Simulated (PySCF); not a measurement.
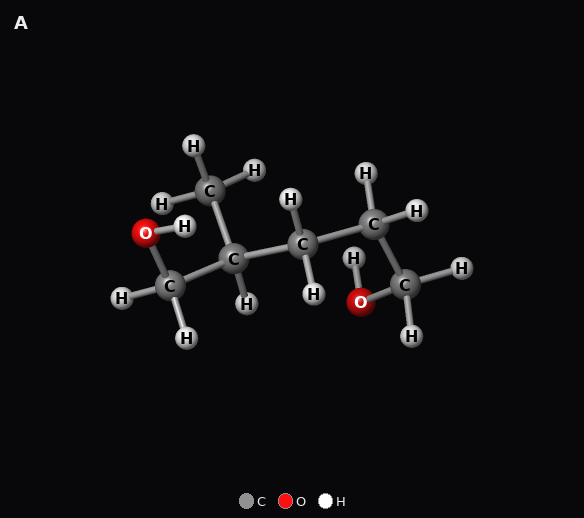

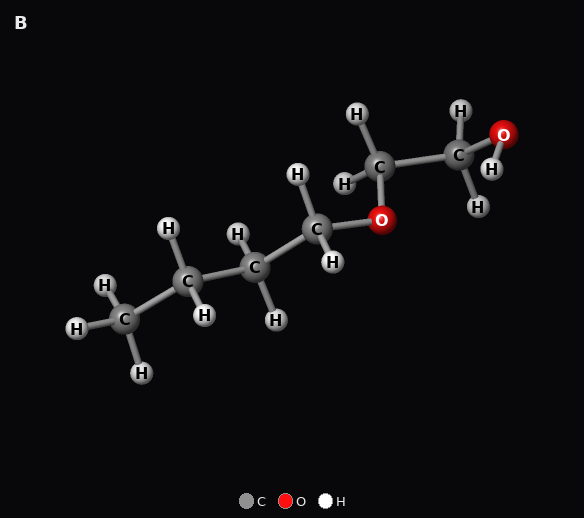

2 stationary structures of one formula. Geometries: PBE0-D3(BJ)/def2-SVP. Electronic energies: PBE0-D3(BJ)/def2-SVP (PySCF 2.14.0), without zero-point energy. No frequency run is at hand to confirm each as a minimum. Each is one conformer, not always the lowest.

**Are they conformers, stereoisomers or constitutional isomers?**

They are constitutional isomers of C6H14O2: A `C[C@H](CO)CCCO`, B `CCCCOCCO`.

**Rank them by energy, lowest first.**

A is lowest; B lies 0.196 eV above it.
